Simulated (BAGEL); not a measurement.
**C2H5Al (SMILES C=[CH][AlH2]): a chain of runs**

Wanted: a single-point energy (HF/cc-pVDZ), then the energy (NEVPT2(2,2)/cc-pVDZ), then the energy (CASPT2(2,2)/cc-pVDZ) of C2H5Al. 

The calculation is run with BAGEL 1.2.2.

2 further runs of the same task are left out: 2 set aside as unsound or not needed.

## (1) Starting point

C2H5Al: 8 atoms, total charge 0, spin state singlet. As SMILES, `C=[CH][AlH2]`. The Al3–H8 distance was set to 4.447 Å, away from the relaxed value. At this shape a bond of the SMILES string is far longer than usual.

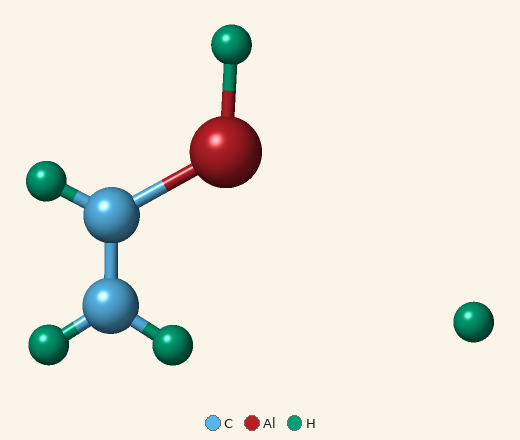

Viewed from a chosen angle; carbon blue, aluminium red, hydrogen teal.

## (2) A single-point energy at HF/cc-pVDZ (density fitting with svp-jkfit) (run 1)

File input.json:

```json
{ "bagel" : [

{
  "title" : "molecule",
  "basis" : "cc-pvdz.json",
  "df_basis" : "svp-jkfit",
  "angstrom" : true,
  "geometry" : [
    { "atom" : "C", "xyz" : [    0.637621,    2.967061,    0.550020 ] },
    { "atom" : "C", "xyz" : [    1.866521,    2.788861,    1.045120 ] },
    { "atom" : "Al", "xyz" : [    2.598321,    0.998561,    1.169020 ] },
    { "atom" : "H", "xyz" : [    0.030621,    2.129261,    0.211520 ] },
    { "atom" : "H", "xyz" : [    0.172521,    3.947161,    0.455120 ] },
    { "atom" : "H", "xyz" : [    2.403121,    3.683961,    1.359720 ] },
    { "atom" : "H", "xyz" : [    4.051521,    0.719961,    1.744720 ] },
    { "atom" : "H", "xyz" : [    0.004400,   -2.327000,   -0.241900 ] }
  ]
},
{
  "title" : "hf"
},
{
  "title" : "print",
  "file" : "orbitals.molden",
  "orbitals" : true
}

]}
```

The basis set cc-pVDZ is read from a file made from the Basis Set Exchange's data (not shown).

Run with:

```console
$ BAGEL_NUM_THREADS=1 BAGEL input.json > input.out
```

Log:

```text
* using 1 threads per process

  ===============================================================
  ===============================================================

  *** Geometry ***

  { "atom" : "C", "xyz" : [      1.204929,      5.606933,      1.039387 ] },
  { "atom" : "C", "xyz" : [      3.527213,      5.270183,      1.974991 ] },
  { "atom" : "Al", "xyz" : [      4.910115,      1.887007,      2.209128 ] },
  { "atom" : "H", "xyz" : [      0.057865,      4.023720,      0.399715 ] },
  { "atom" : "H", "xyz" : [      0.326017,      7.459053,      0.860052 ] },
  { "atom" : "H", "xyz" : [      4.541241,      6.961677,      2.569498 ] },
  { "atom" : "H", "xyz" : [      7.656265,      1.360529,      3.297043 ] },
  { "atom" : "H", "xyz" : [      0.008315,     -4.397393,     -0.457125 ] },

  Number of auxiliary basis functions:      368

  Since a DF basis is specified, we compute 2- and 3-index integrals:
    o Being stored without compression. Storage requirement is 0.015 GB

  Number of basis functions:       71
  Number of electrons      :       30

    * METHOD: MOLECULE                             0.11

  *** RHF ***

  === Nuclear Repulsion ===
    80.1921785164

      * DIIS with orbital gradients will be used.

  === RHF iteration (cc-pvdz.json) ===
      0       -320.13977601          0.01430051           0.02
      1       -320.15222540          0.01198252           0.02
      2       -320.28298981          0.00470888           0.02
      3       -320.30302422          0.00112402           0.02
      4       -320.30386872          0.00031455           0.02
      5       -320.30392556          0.00015213           0.02
      6       -320.30394390          0.00006361           0.02
      7       -320.30394848          0.00001366           0.02
      8       -320.30394865          0.00000571           0.02
      9       -320.30394868          0.00000209           0.02
     10       -320.30394869          0.00000026           0.02
     11       -320.30394869          0.00000009           0.02
     12       -320.30394869          0.00000003           0.02
     13       -320.30394869          0.00000001           0.02
    * SCF iteration converged.

    * Permanent dipole moment:
           (   -1.178738,    -2.513455,    -0.741076) a.u.

    * METHOD: HF                                   0.39

    * METHOD: PRINT                                0.01

  ===============================================================
```

It took 0.66 s on 1 thread of Arm Neoverse V2, shared host; peak memory 0.18 GiB.

## (3) The energy at NEVPT2(2,2)/cc-pVDZ (density fitting with svp-jkfit) (run 2)

File input.json:

```json
{ "bagel": [

{
  "title": "molecule",
  "basis": "cc-pvdz.json",
  "df_basis": "svp-jkfit",
  "angstrom": true,
  "geometry": [
    { "atom": "C", "xyz": [    0.637621,    2.967061,    0.550020 ] },
    { "atom": "C", "xyz": [    1.866521,    2.788861,    1.045120 ] },
    { "atom": "Al", "xyz": [    2.598321,    0.998561,    1.169020 ] },
    { "atom": "H", "xyz": [    0.030621,    2.129261,    0.211520 ] },
    { "atom": "H", "xyz": [    0.172521,    3.947161,    0.455120 ] },
    { "atom": "H", "xyz": [    2.403121,    3.683961,    1.359720 ] },
    { "atom": "H", "xyz": [    4.051521,    0.719961,    1.744720 ] },
    { "atom": "H", "xyz": [    0.004400,   -2.327000,   -0.241900 ] }
  ]
},
{
  "title": "hf"
},
{
  "title": "casscf",
  "nstate": 1,
  "nact": 2,
  "nclosed": 14,
  "active": [15, 16],
  "maxiter": 200,
  "natocc": true
},
{
  "title": "nevpt2",
  "nstate": 1,
  "nact": 2,
  "nclosed": 14,
  "active": [15, 16],
  "maxiter": 200,
  "natocc": true,
  "ncore": 7
},
{
  "title": "print",
  "file": "orbitals.molden",
  "orbitals": true
}

]}
```

The basis set cc-pVDZ is read from a file made from the Basis Set Exchange's data (not shown).

Run with:

```console
$ BAGEL_NUM_THREADS=1 BAGEL input.json > input.out
```

Log:

```text
* using 1 threads per process

  ===============================================================
  ===============================================================

  *** Geometry ***

  { "atom" : "C", "xyz" : [      1.204929,      5.606933,      1.039387 ] },
  { "atom" : "C", "xyz" : [      3.527213,      5.270183,      1.974991 ] },
  { "atom" : "Al", "xyz" : [      4.910115,      1.887007,      2.209128 ] },
[... 4 lines of this table left out ...]
  { "atom" : "H", "xyz" : [      0.008315,     -4.397393,     -0.457125 ] },

  Number of auxiliary basis functions:      368

  Since a DF basis is specified, we compute 2- and 3-index integrals:
    o Being stored without compression. Storage requirement is 0.015 GB

  Number of basis functions:       71
  Number of electrons      :       30

    * METHOD: MOLECULE                             0.11

  *** RHF ***

  === Nuclear Repulsion ===
    80.1921785164

      * DIIS with orbital gradients will be used.

  === RHF iteration (cc-pvdz.json) ===
      0       -320.13977601          0.01430051           0.02
      1       -320.15222540          0.01198252           0.02
      2       -320.28298981          0.00470888           0.02
[... 10 lines of this table left out ...]
     13       -320.30394869          0.00000001           0.02
    * SCF iteration converged.

    * Permanent dipole moment:
           (   -1.178738,    -2.513455,    -0.741076) a.u.

    * METHOD: HF                                   0.39

  ---------------------------
      CASSCF calculation
  ---------------------------

    ==== Active orbitals : =====
         Orbital 15
         Orbital 16
    ============================

    * nstate   :      1
    * nclosed  :     14
    * nact     :      2
    * nvirt    :     55
  === CASSCF iteration (cc-pvdz.json) ===

    * Using the second-order algorithm

      0  0      -320.39372861     8.57e-03      0.01

      1  0      -320.41996249     5.31e-04      0.15
[... 17 lines of this table left out ...]
     10  0      -320.42006685     3.94e-09      0.12

    * Second-order optimization converged. *

     guess   0:   closed 1.                   open ..

  === FCI iteration ===

      0  0      -320.27232493     9.13e-02      0.00
      1  0      -320.41105830     2.61e-02      0.00
      2  0 *    -320.42006685     4.62e-16      0.00

     * ci vector, state   0, <S^2> = 0.0000
       2.     0.7659865244
       .2    -0.6428566282

    * METHOD: CASSCF                               1.54

    * freezing 7 orbitals

  === DF-NEVPT2 calculation ===

    * 3-index integral transformation done
    * assembly done

      NEVPT2 correlation energy:   -0.3141266329      0.07

          (+0)     -0.2966563686
          (+0)'    -0.0015132170
          (+1)     -0.0042453056
          (+1)'    -0.0000000000
          (+2)     -0.0000114312
          (-1)     -0.0116315382
          (-1)'     0.0000000000
          (-2)     -0.0000687723

      NEVPT2 total energy:       -320.7341934879

    * METHOD: NEVPT2                               0.12

    * METHOD: PRINT                                0.01

  ===============================================================
```

Wall time 2.4 s (1 thread of Arm Neoverse V2, shared host); peak memory 0.18 GiB.

## (4) The energy at CASPT2(2,2)/cc-pVDZ (density fitting with svp-jkfit) (run 3)

File input.json:

```json
{ "bagel": [

{
  "title": "molecule",
  "basis": "cc-pvdz.json",
  "df_basis": "svp-jkfit",
  "angstrom": true,
  "geometry": [
    { "atom": "C", "xyz": [       0.637621,       2.967061,       0.550020 ] },
    { "atom": "C", "xyz": [       1.866521,       2.788861,       1.045120 ] },
    { "atom": "Al", "xyz": [       2.598321,       0.998561,       1.169020 ] },
    { "atom": "H", "xyz": [       0.030621,       2.129261,       0.211520 ] },
    { "atom": "H", "xyz": [       0.172521,       3.947161,       0.455120 ] },
    { "atom": "H", "xyz": [       2.403121,       3.683961,       1.359720 ] },
    { "atom": "H", "xyz": [       4.051521,       0.719961,       1.744720 ] },
    { "atom": "H", "xyz": [       0.004400,      -2.327000,      -0.241900 ] }
  ]
},

{
  "title": "hf"
},

{
  "title": "casscf",
  "nstate": 1,
  "nact": 2,
  "nclosed": 14,
  "active": [15, 16],
  "maxiter": 200,
  "natocc": true
},

{
  "title": "print",
  "file": "orbitals.molden",
  "orbitals": true
},

{
  "title": "smith",
  "method": "caspt2",
  "ms": true,
  "xms": true,
  "sssr": true,
  "shift": 0.2,
  "shift_imag": true,
  "ncore": 7
}

]}
```

The basis set cc-pVDZ is read from a file made from the Basis Set Exchange's data (not shown).

Run with:

```console
$ BAGEL_NUM_THREADS=1 BAGEL input.json > input.out
```

Log:

```text
* using 1 threads per process

  ===============================================================
  ===============================================================

  *** Geometry ***

  { "atom" : "C", "xyz" : [      1.204929,      5.606933,      1.039387 ] },
  { "atom" : "C", "xyz" : [      3.527213,      5.270183,      1.974991 ] },
  { "atom" : "Al", "xyz" : [      4.910115,      1.887007,      2.209128 ] },
[... 4 lines of this table left out ...]
  { "atom" : "H", "xyz" : [      0.008315,     -4.397393,     -0.457125 ] },

  Number of auxiliary basis functions:      368

  Since a DF basis is specified, we compute 2- and 3-index integrals:
    o Being stored without compression. Storage requirement is 0.015 GB

  Number of basis functions:       71
  Number of electrons      :       30

    * METHOD: MOLECULE                             0.10

  *** RHF ***

  === Nuclear Repulsion ===
    80.1921785164

      * DIIS with orbital gradients will be used.

[... 6 lines left out ...]
    * SCF iteration converged.
[... 1 line left out ...]
    * Permanent dipole moment:
[... 27 lines left out ...]
    * Second-order optimization converged. *
[... 9 lines left out ...]
     * ci vector, state   0, <S^2> = 0.0000
[... 16 lines left out ...]
    * Zeroth order energy : state  0       -0.2998994807

    * CASPT2 iteration is performed using orthogonal basis

      -------------------------------------------  CASPT2 iteration  ---------------------------------------------------
       #      aibj      arbs      arbi      airj      risj      airs      arst      rist         Etot      error   time
      ------------------------------------------------------------------------------------------------------------------

       0  -0.29460  -0.00009  -0.01281  -0.00475  -0.00002  -0.00149  -0.00000   0.00000   -0.3137536  0.0002593   0.03
       1  -0.29460  -0.00009  -0.01281  -0.00475  -0.00002  -0.00151  -0.00000   0.00000   -0.3137855  0.0000329   0.03
       2  -0.29460  -0.00009  -0.01281  -0.00475  -0.00002  -0.00151  -0.00000  -0.00000   -0.3137860  0.0000030   0.03
       3  -0.29460  -0.00009  -0.01281  -0.00475  -0.00002  -0.00151  -0.00000  -0.00000   -0.3137860  0.0000003   0.03

      ------------------------------------------------------------------------------------------------------------------

    * CASPT2 energy : state  0     -320.7364226287
        w/o shift correction       -320.7338528996
        reference weight              0.8866006726

    * METHOD: SMITH                                0.19

  ===============================================================
```

Wall time 2.4 s (1 thread of Arm Neoverse V2, shared host); peak memory 0.18 GiB.

## (5) Outcome

| quantity | value |
| --- | --- |
| run 1, HF/cc-pVDZ: total energy | -320.30395 Eh |
| run 1, HF/cc-pVDZ: dipole moment | 7.30 D |
| run 1, HF/cc-pVDZ: HOMO energy | -6.22 eV |
| run 1, HF/cc-pVDZ: LUMO energy | -1.53 eV |
| run 1, HF/cc-pVDZ: HOMO–LUMO gap | 4.69 eV |
| run 2, NEVPT2(2,2)/cc-pVDZ: total energy | -320.73419 Eh |
| run 3, CASPT2(2,2)/cc-pVDZ: total energy | -320.73642 Eh |

In words: One bond (run 1, HF/cc-pVDZ) is far stretched, which a spin-restricted single reference describes badly; a broken-symmetry solution may lie lower.
